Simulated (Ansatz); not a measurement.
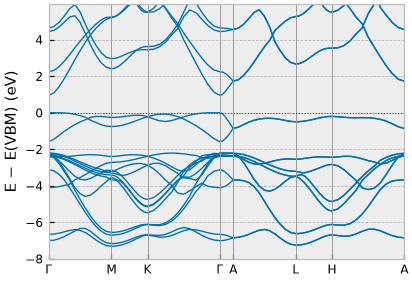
Band structure from the program Ansatz at the PBE+D3(BJ) level (PAW)

The gap is 0.95 eV; an edge lies off the plotted path or next to a special point (maximum off the standard path, minimum at Γ).

**Question.** Which compound is it?
(A) BP, P6_3/mmc (B on 2c, P on 2d)
(B) GaO, P6_3/mmc (Ga on 4f, O on 4f)
(C) Te2Mo, P6_3/mmc (Te on 4f, Mo on 2c)
(D) Si2MoN4, P6_3/mmc (Mo on 2c, N on 4f, Si on 4f, N on 4e)

**Answer.** B, GaO, P6_3/mmc (Ga on 4f, O on 4f)

The start of the workflow was typed in or built on a structure type; neither database checked (COD, Materials Project) lists it. Whether it is the stable phase at ambient conditions was not checked. Symmetry was held in the PBE+D3(BJ) relaxation; its stability against distortions is not shown here. Scalar-relativistic: spin–orbit coupling is off unless named, which matters more the heavier the elements.

Potentials: the earlier of the program's two PAW sets.
